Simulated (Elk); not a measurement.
Band structure of LaTl (Pm-3m, 2 atoms in the cell).

```yaml
crystal:
  lattice:
    - [3.97238, 0.00000, 0.00000]
    - [0.00000, 3.97238, 0.00000]
    - [0.00000, 0.00000, 3.97238]
  atoms:
    - { symbol: La, position: [0.00000, 0.00000, 0.00000] }
    - { symbol: Tl, position: [0.50000, 0.50000, 0.50000] }
```

Method of the run: Elk with PBEsol, all-electron FP-LAPW, Elk's shipped species files, APW+lo basis with extra local orbitals.

Settings: xctype = 22; rgkmax = 8; stype = 0; swidth = 0.00367493 Ha; ngridk = 8 8 8; gmaxvr = 14 1/bohr; nxlo = 2; lorbcnd = true; lmaxi = 2.

The starting cell comes from a database of computed structures (which also holds hypothetical and non-ambient phases and stackings), without a prior relaxation at this level. Spin-orbit coupling is off. Values depend on the basis (sphere radii, cutoffs, local orbitals), which need not be converged.

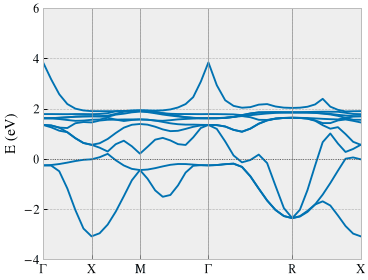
Figure. Bands along the path, energies from the Fermi level.

Levels in eV from the Fermi level, bands 12 to 19:
```tsv
point	12	13	14	15	16	17	18	19
Γ	-11.18	-7.91	-0.26	-0.26	1.35	1.35	1.35	1.62
X	-11.10	-6.05	-3.08	-0.02	0.56	0.56	1.45	1.55
M	-11.01	-6.25	-0.45	-0.45	0.21	1.39	1.57	1.57
R	-11.00	-4.72	-2.36	-2.36	-2.36	1.64	1.64	1.64
```

Bands cross the Fermi level along this path, so the cell is metallic at this level.
